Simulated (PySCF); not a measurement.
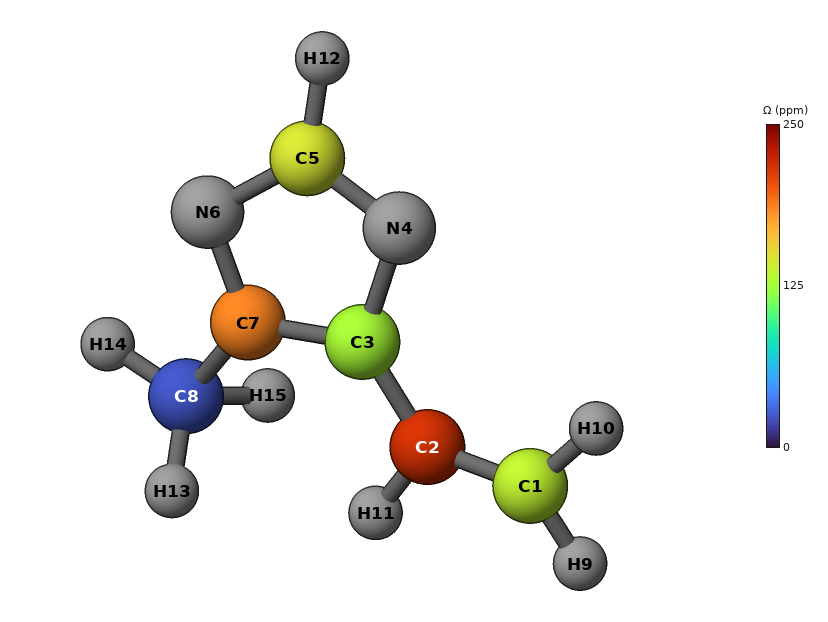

The C atoms are coloured by the span of their shielding tensor. State: charge −1, singlet. Geometry: a frame of a GFN2-xTB molecular-dynamics simulation, not a minimum. Properties computed with GIAO PBE0/pcSseg-1 NMR shielding, non-relativistic, gas phase (PySCF 2.14.0). Principal shieldings σ11 ≤ σ22 ≤ σ33, span Ω = σ33 − σ11, skew κ = 3(σiso − σ22)/Ω.

> Which C atom has the most anisotropic shielding?

C2, with a span of 216 ppm.

Give the shielding tensors of the C atoms.

```csv
atom,σ11,σ22,σ33,σiso,Ω,κ
C1,29.4,112.8,165.8,102.7,136.3,−0.22
C2,−61.4,68.2,154.4,53.7,215.8,−0.20
C3,−8.1,35.1,119.8,48.9,127.9,0.32
C5,−54.2,68.4,90.7,35.0,144.9,−0.69
C7,−55.3,38.1,129.8,37.5,185.0,−0.01
C8,157.7,165.2,182.5,168.5,24.9,0.39
```

Shieldings and span in ppm.
